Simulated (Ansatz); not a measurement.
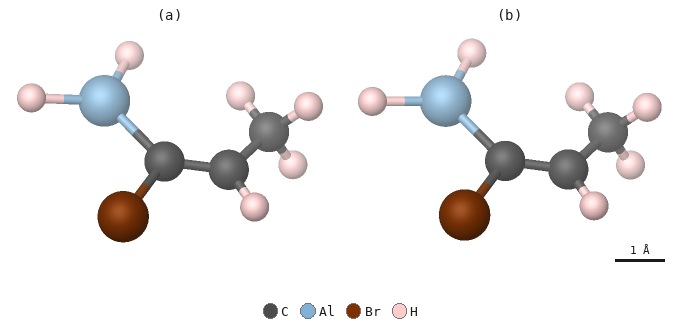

The structure of C₃H₆AlBr before (left) and after (right) a relaxation, at one scale.

The picture is a ball-and-stick view, seen from a free direction.

The start comes from PBE-D4/def2-SVP.

Computed with RKS PBE0-D4/def2-TZVP (Ansatz 0.2.0).

Input
```yaml
crystal:
  periodic: [false, false, false]
  atoms:
    - {symbol: C, position_ang: [-0.791437, -1.069997, 0.921233]}
    - {symbol: C, position_ang: [-0.341663, 0.359922, 0.946201]}
    - {symbol: C, position_ang: [0.349019, 0.977672, -0.045578]}
    - {symbol: Al, position_ang: [0.969645, 0.273830, -1.771042]}
    - {symbol: Br, position_ang: [0.816911, 2.841807, 0.226935]}
    - {symbol: H, position_ang: [-1.894462, -1.133188, 1.044110]}
    - {symbol: H, position_ang: [-0.354620, -1.630515, 1.776139]}
    - {symbol: H, position_ang: [-0.514643, -1.591903, -0.015384]}
    - {symbol: H, position_ang: [-0.605448, 0.931903, 1.856920]}
    - {symbol: H, position_ang: [1.860778, 1.199914, -2.714203]}
    - {symbol: H, position_ang: [0.571320, -1.216546, -2.204731]}
basis:
  gaussian: {orbitals: def2-TZVP}
hamiltonian: {xc: pbe0, dispersion: d4}
relax: {f_tol: 0.005, max_steps: 150}
```

Launched with:
```bash
ansatz run in.yaml --threads 4 --pin off --events-out ev --progress --plain --max-ram 10444MiB
```

Question: What changed between the two?

Answer: After 11 geometry steps the energy has fallen by 0.046 eV. Largest force component: 0.64 eV/Å at the start, 0.0024 eV/Å at the end. The largest moves after the best rigid fit, 0.10 Å, are those of H10 and H11. Largest moves by element: H 0.10 Å, Br 0.05 Å, Al 0.03 Å, C 0.02 Å. Some distances before and after: C2–C3 1.357 → 1.335 Å, C1–H6 1.112 → 1.095 Å, C3–Al4 1.964 → 1.948 Å, C3–Br5 1.941 → 1.925 Å. Cost: 61 s on 4 threads of Arm Neoverse V1, on a shared host.
